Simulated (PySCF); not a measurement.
SMILES N[SiH2]O[SiH2]Cl (H₆ClNOSi₂), singlet at its B3LYP/def2-SVP optimised geometry (Å):

```
11

Si    -0.5951     1.4905     0.6525
Cl    -1.3356     1.3496     2.5931
O     -0.3993    -0.0003     0.0000
Si     0.0962    -1.6033     0.0000
N     -0.4249    -2.4920    -1.3738
H      0.7044     2.2060     0.7295
H     -1.5832     2.2469    -0.1539
H     -0.4780    -2.2469     1.2095
H      1.5832    -1.6033     0.0000
H     -1.3938    -2.7800    -1.4725
H      0.0064    -2.3484    -2.2819
```

Method: B3LYP/def2-TZVP in PySCF 2.14.0. Cells within 0.4 Å of a nucleus heavier than hydrogen are left out (blank, or x).

Map of the electron localisation function on the plane z = 0.0 Å:

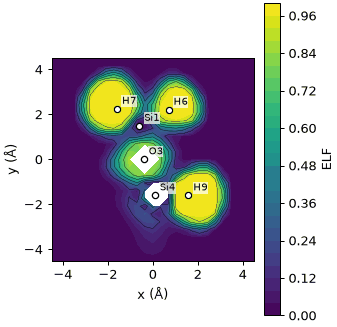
Fig. 1. Electron localisation function on the plane z = 0.0 Å.
